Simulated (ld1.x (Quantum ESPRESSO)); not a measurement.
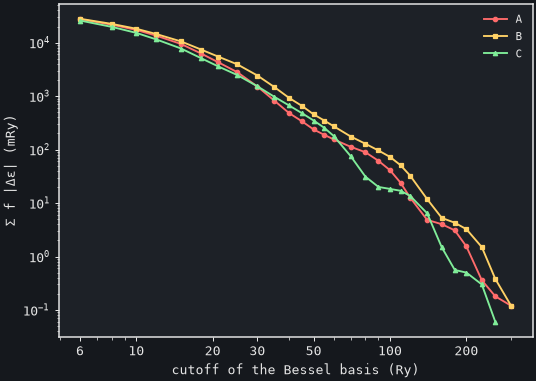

The occupation-weighted error of the valence levels in a spherical-Bessel basis for 3 variants of one potential.

Base settings:

Pd (Z = 46), norm-conserving Troullier–Martins (Kleinman–Bylander form), made with ld1.x (Quantum ESPRESSO) 7.5 (LDA (PZ), scalar-relativistic). Core [Ar] 3d10, reference 4s2 4p6 4d7 5s0 5p0 (charge +3). Waves: 4p (bound): rc 1.10 bohr; 4d (bound): rc 1.95 bohr; 4s (bound): rc 0.95 bohr. Local part: the s channel. Core correction: none.

Question: Match the curves to these variants:
1. base
2. waves 4s (bound): rc 1.40 bohr
3. all radii scaled by 1.14 (s 1.08, p 1.26, d 2.22 bohr)

Answer: A = 3, B = 1, C = 2.

Question: What did the other tests of these runs give?

Answer: A: loose cutoff 140 Ry; bound ghosts none; largest test error +196 meV. B: loose cutoff 160 Ry; bound ghosts none; largest test error +122 meV. C: loose cutoff 140 Ry; bound ghosts none; largest test error +1377 meV. The loose cutoff is the first of the cutoffs, on a coarse ladder, from which the occupation-weighted sum of valence levels, in a spherical-Bessel basis at the reference potential, stays within 10 and 1 mRy of its value at 400 Ry.
